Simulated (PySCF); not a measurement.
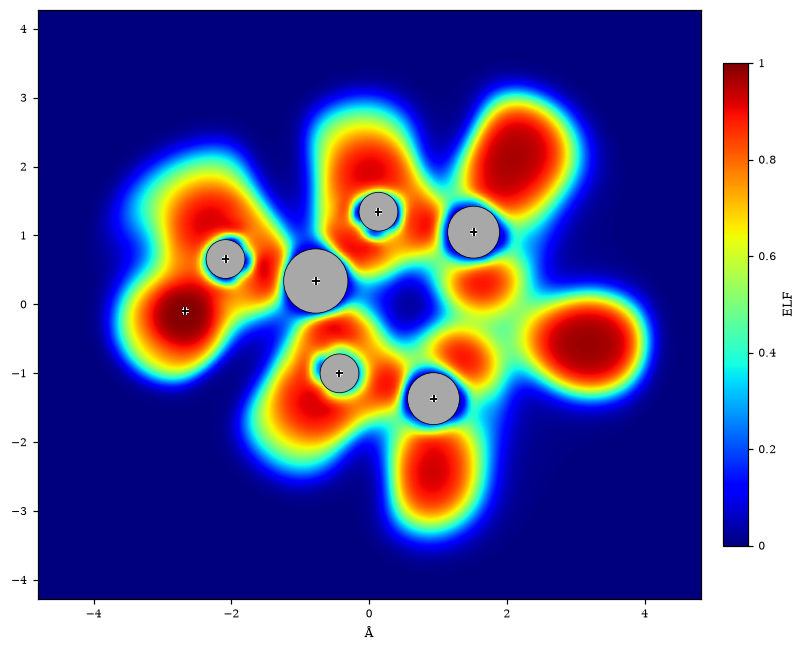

The electron localisation function on a plane through atoms (crosses mark nuclei in the plane; grey discs cover the cores).

Computed with PySCF 2.14.0, wB97X-D/def2-SVPD, SCF density, gas phase.

Candidates:
A. CH10N3PSi2
B. C4H6BNO3

Q: Which candidate gave the map?

A: Candidate B: C4H6BNO3 on the plane of atoms O6, B7 and O8, which holds C, O, B and H. B–O (1.35 Å): the ELF peaks at about 0.90 between the atoms (a polar covalent bond). C–O (1.41 Å): the ELF peaks at about 0.90 between the atoms: a shared but strongly polarised pair.
